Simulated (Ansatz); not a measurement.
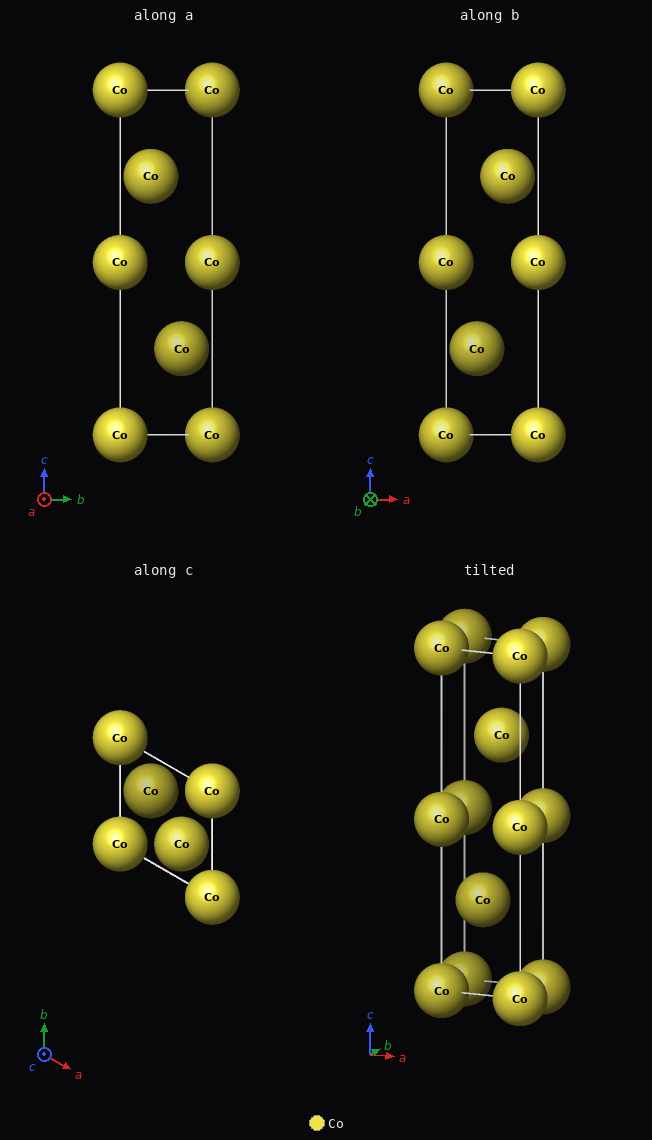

The crystal in a spheres-only representation, seen along the a axis, along the b axis, along the c axis and slightly off an axis. The parallelepiped is the conventional unit cell.

Lattice parameters: a = 2.3938 Å, b = 2.3938 Å, c = 7.7583 Å, α = 90.000°, β = 90.000°, γ = 120.000°.

### Convert the drawing into a CIF with its space group and independent sites.

```cif
data_structure
_symmetry_space_group_name_H-M 'P 63/m m c'
_symmetry_Int_Tables_number 194
_cell_length_a 2.3938
_cell_length_b 2.3938
_cell_length_c 7.7583
_cell_angle_alpha 90.000
_cell_angle_beta 90.000
_cell_angle_gamma 120.000
_cell_volume 38.50
loop_
_atom_site_label
_atom_site_type_symbol
_atom_site_symmetry_multiplicity
_atom_site_Wyckoff_symbol
_atom_site_fract_x
_atom_site_fract_y
_atom_site_fract_z
_atom_site_occupancy
Co1 Co 2 a 0.0000 0.0000 0.0000 1
Co2 Co 2 c 0.3333 0.6667 0.2500 1
```

Origin of the cell: a structure type filled with this element by a generator (whether the element takes this form wasn't checked). Earlier steps of the study may have refined or changed the cell and positions. It went into a calculation with Ansatz.

At this level of theory the cell isn't at rest (compressed, at 12 GPa), so its distances can differ from those at equilibrium, the more so the softer the solid.
